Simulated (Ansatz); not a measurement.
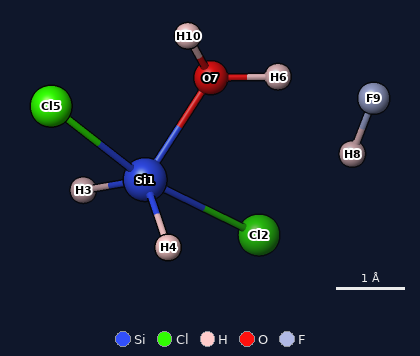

**Figure 1.** The starting structure (ball-and-stick view, seen at a tilt; atoms are numbered from 1 in the order of the input). Bond lengths as drawn: Cl–Si 2.18 to 2.31 Å, F–H 0.97 Å, H–O 0.97 to 1.01 Å, H–Si 1.47 Å and O–Si 1.80 Å.

## SiH₅Cl₂OF: molecular dynamics

- system: SiH₅Cl₂OF
- method: RKS PBE0-D4/def2-SVP (Ansatz 0.2.0)

### Input
```yaml
crystal:
  periodic: [false, false, false]
  atoms:
    - {symbol: Si, position_ang: [-0.893854, 0.615210, -0.362220]}
    - {symbol: Cl, position_ang: [-0.753134, -1.622823, -0.931791]}
    - {symbol: H, position_ang: [-1.099277, 0.921849, -1.780473]}
    - {symbol: H, position_ang: [-1.923346, 0.275915, 0.626042]}
    - {symbol: Cl, position_ang: [-0.671507, 2.685313, 0.274542]}
    - {symbol: H, position_ang: [1.207650, -0.459978, 0.461505]}
    - {symbol: O, position_ang: [0.815202, 0.425479, 0.177994]}
    - {symbol: H, position_ang: [0.716245, -2.128903, 0.152700]}
    - {symbol: F, position_ang: [1.488842, -1.915080, 0.706108]}
    - {symbol: H, position_ang: [1.113379, 1.203218, 0.675494]}
basis:
  gaussian: {orbitals: def2-SVP}
hamiltonian: {xc: pbe0, dispersion: d4}
md: {n_steps: 30, timestep: 0.75, temperature: 300, ensemble: nose, seed: 454, friction: 0.05, initial_velocities: maxwell_boltzmann}
```

Hardware: 8 threads of Intel Xeon @ 2.80GHz, 23 GiB of memory available, shared host.

Run as:
```bash
ansatz run in.yaml --threads 8 --pin off --events-out ev --progress --plain --max-ram 19148MiB
```

### Log
```
Error: YAML parse error: error: line 17 column 63: unknown variant `nose`, expected one of nve, nve_milne, nvt_langevin, nvt_nose_hoover, npt_langevin
  --> <input>:17:63
   |
15 |   gaussian: {orbitals: def2-SVP}
16 | hamiltonian: {xc: pbe0, dispersion: d4}
17 | md: {n_steps: 30, timestep: 0.75, temperature: 300, ensemble: nose, seed: 454, friction: 0.05, initial_velocities: maxwell_bolt…
   |                                                               ^ unknown variant `nose`, expected one of nve, nve_milne, nvt_langevin, nvt_nose_hoover, npt_langevin
```

### What the run reported

```json
{"quantity": "outcome", "value": "refused by the program"}
```

### Diagnosis

A setting was made wrong on purpose: unknown ensemble. The program refused the input: “YAML parse error: error: line 17 column 63: unknown variant `nose`, expected one of nve, nve_milne, nvt_langevin, nvt_nose_hoover, npt_langevin --> <input>:17:63 | 15 | gaussian: {orbitals: def2-SVP} 16 | hamiltonian: {xc: pbe0, dispersion: d4} 17 | md: {n_steps: 30, timestep: 0.75, temperature: 300, ensemble: nose, …”
